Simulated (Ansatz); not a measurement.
**Fields on a plane of CeO2 (fluorite)**

```
CeO2
1.0
    0.00000     2.69928     2.69928
    2.69928     0.00000     2.69928
    2.69928     2.69928     0.00000
Ce O
1 2
Direct
  0.00000   0.00000   0.00000
  0.25000   0.25000   0.25000
  0.75000   0.75000   0.75000
```

The slice is a {100} plane (indices of the conventional cell) through the point (0.750, 0.750, 0.750) (fractional), spanned by u = [100] and v = [0 1 -1] in vectors of this cell: u (3.82 Å) and v (3.82 Å, at 90° to u). It covers one period; positions are fractions (u, v).

Atoms on it: O at (0.50, 0.50); O at (0.00, 0.00).

The numbers are results of PBEsol (plane waves to 420 eV, PAW, scalar-relativistic; Ansatz, a program for electronic structure), not measurements. k mesh 11×11×11. Near the nuclei the fields are pseudised (PAW); where an atom keeps semicore shells as valence, they peak there. CeO2 is run without spin polarisation. CeO2 was relaxed with its symmetry unable to fall. The PAW data are Ansatz's earlier set. The f-shell state is unchecked: a lower one may exist.

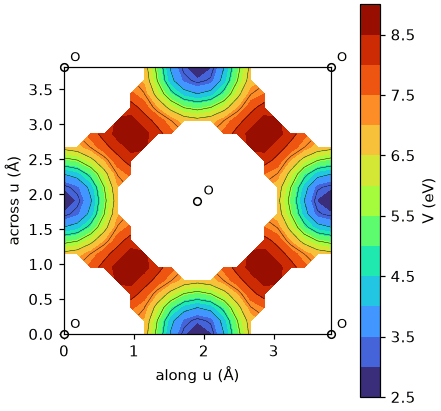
Figure. Electrostatic potential energy of an electron, from the cell's mean, in eV, one period of the plane, atoms marked. Points within 1 Å of a nucleus are left white, as the pseudised field means little there. The zero, the cell's mean, hangs on the PAW cores.

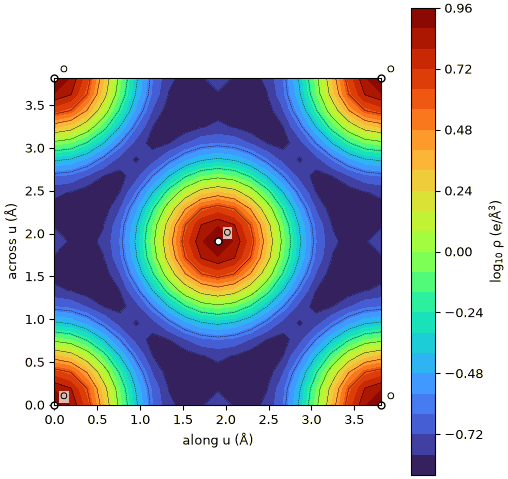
Log₁₀ of the valence density in e/Å³, one period of the plane, atoms marked. The scale is logarithmic, as a density can span decades between atoms and voids.
